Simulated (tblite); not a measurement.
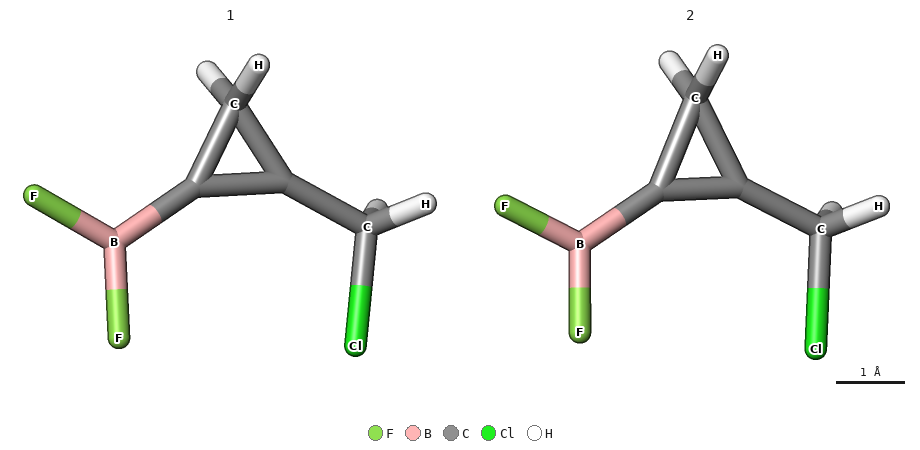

Two geometries of C₄H₄BClF₂, drawn at one scale. One is the start of a relaxation, the other its converged end. A stick model, seen at a tilt.

Level of theory: GFN2-xTB geometry optimisation, gas phase in tblite 0.8.0. 

Which of the two is the end point?

Answer. Structure 2 is the relaxed one. After 43 geometry steps the energy has fallen by 1.652 eV. The atom that moves furthest after the best rigid fit is an F atom (0.23 Å). By element the largest moves are F 0.23 Å, H 0.16 Å, C 0.11 Å, B 0.09 Å, Cl 0.05 Å. Some distances before and after: B–F 1.460 → 1.321 Å, C–C 1.454 → 1.317 Å, C–C 1.401 → 1.519 Å, B–F 1.435 → 1.320 Å. Among the angles between lasting bonds that change: C–C–C 62.6° → 51.9°, H–C–H 122.4° → 114.0°, C–C–C 151.0° → 142.7°.
